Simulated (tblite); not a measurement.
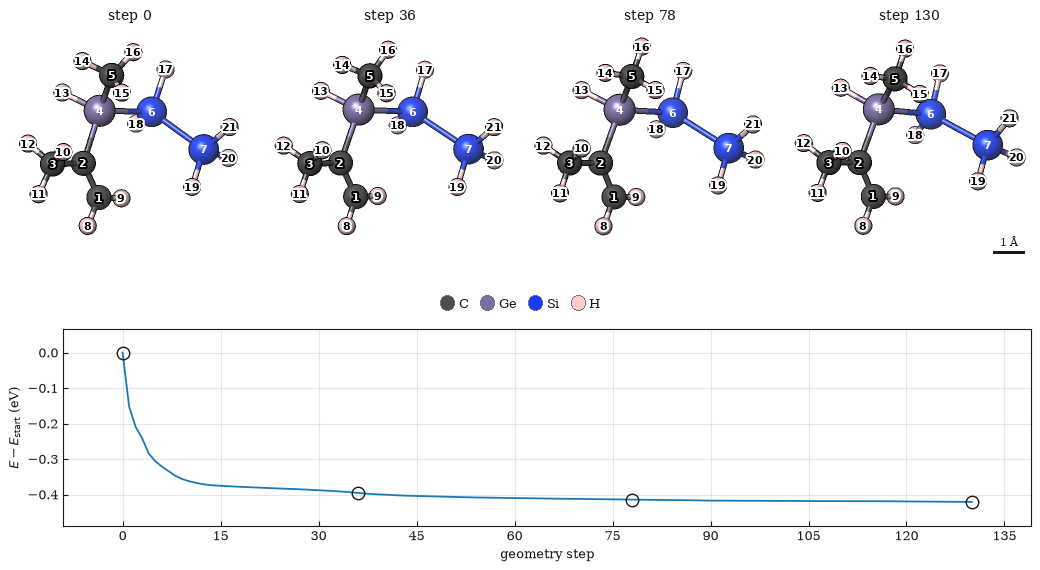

Frames of a relaxation of C4H14GeSi2, marked on the history of the run. A ball-and-stick model, seen at a tilt.

Theory: GFN2-xTB geometry optimisation, gas phase (tblite 0.8.0). 

What happens along the run?

Answer. Over 130 geometry steps the energy falls by 0.421 eV. The atom that moves furthest after the best rigid fit is H14 (0.73 Å). By element the largest moves are H 0.73 Å, Si 0.23 Å, C 0.21 Å, Ge 0.08 Å. Near-neighbour distances that change, for instance: Si6–Si7 2.207 → 2.319 Å, Ge4–Si6 2.279 → 2.360 Å, C2–Ge4 1.926 → 1.978 Å, Ge4–C5 1.953 → 1.986 Å. Among the angles between lasting bonds that change: Si6–Ge4–H13 108.4° → 114.9°, C2–C3–H12 103.9° → 109.9°, H15–C5–H16 113.6° → 107.9°. Groups turn about Ge4–C5 by about 30°. From step 0 to 36: H14 moves most (0.24 Å), energy −0.395 eV. From step 36 to 78: H14 moves most (0.35 Å), energy −0.019 eV. From step 78 to 130: H atoms move most (0.24 Å), energy −0.007 eV.

```csv
step,"E − E(0), eV"
0,0.0000
1,-0.1526
2,-0.2095
3,-0.2418
4,-0.2843
5,-0.3059
6,-0.3209
7,-0.3338
8,-0.3464
9,-0.3554
10,-0.3615
16,-0.3763
23,-0.3822
29,-0.3869
35,-0.3936
42,-0.4020
48,-0.4054
54,-0.4082
61,-0.4101
67,-0.4117
73,-0.4129
79,-0.4145
86,-0.4158
92,-0.4172
98,-0.4180
105,-0.4182
111,-0.4185
117,-0.4189
124,-0.4200
130,-0.4208
```
